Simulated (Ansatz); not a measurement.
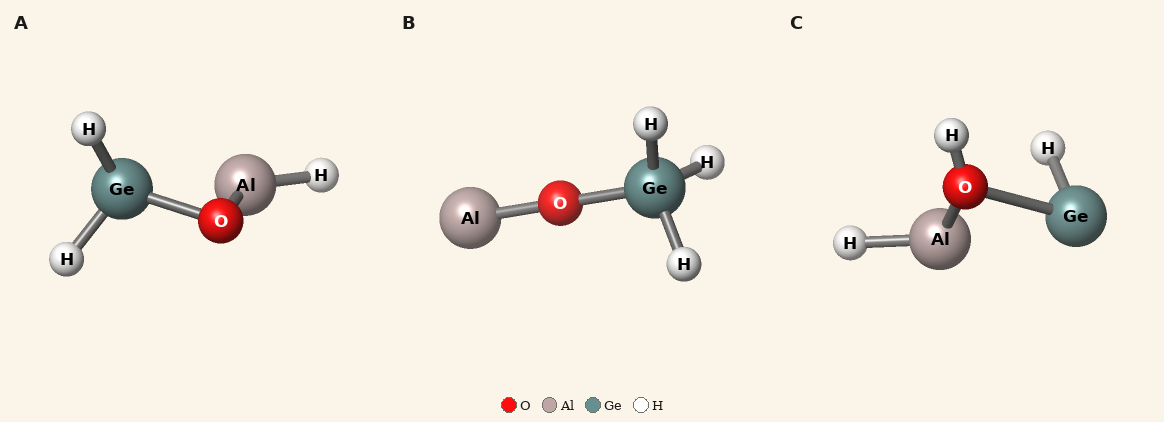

3 stationary structures of one formula. Geometries: PBE0-D4/def2-TZVP. Electronic energies: PBE0-D4/def2-TZVPP (Ansatz 0.2.0), without zero-point energy. No frequency run is at hand to confirm each as a minimum.

Rank them by energy, lowest first.

B is lowest; A lies 1.202 eV above it (Cs), C lies 1.309 eV above it (C1).
